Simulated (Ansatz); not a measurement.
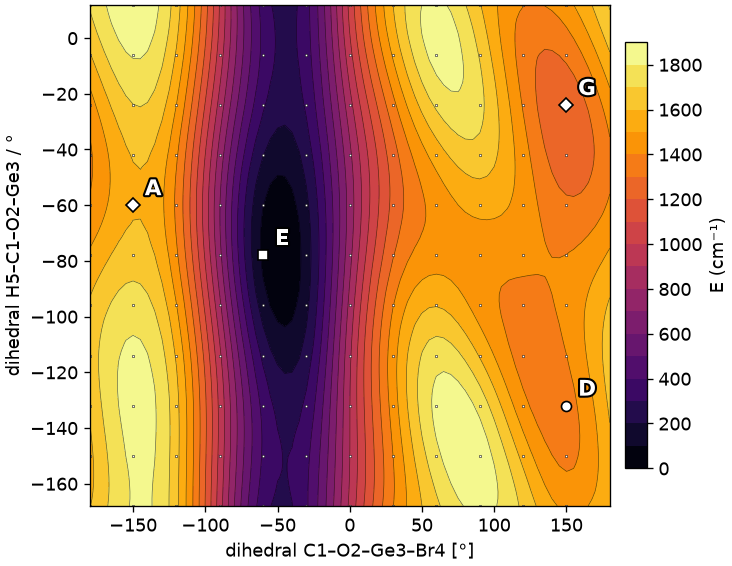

CH₄BrGeO, SMILES C[O][GeH][Br], spin multiplicity 2. 
- The first coordinate is: dihedral C1–O2–Ge3–Br4; the second: dihedral H5–C1–O2–Ge3.
- Nothing is relaxed (all other coordinates rigid).
- The grid has 12 × 11 points.
- Points are written as (first, second).
- Energies are in cm⁻¹, from the relaxed molecule at the same level.
- Theory: Ansatz 0.2.0, UKS PBE0-D4/def2-SVP.

Drawn: filled contours, dots at the grid points, lettered points. Between grid points the surface is interpolated.

Question: Is A the lowest point of the computed grid?

Answer: No. A lies 1511 cm⁻¹ above the lowest grid point, which is at (−60°, −78°).

Question: Rank the lettered points by energy, lowest first.

Answer: E (78 cm⁻¹), G (1229 cm⁻¹), D (1358 cm⁻¹), A (1589 cm⁻¹).

Question: What kind of point is each of A, D, E, G: minimum, saddle, maximum or slope?

Answer: A: saddle point; D: minimum; E: minimum; G: minimum. (In these two coordinates alone; a stationary point may lie a little off the grid point.)
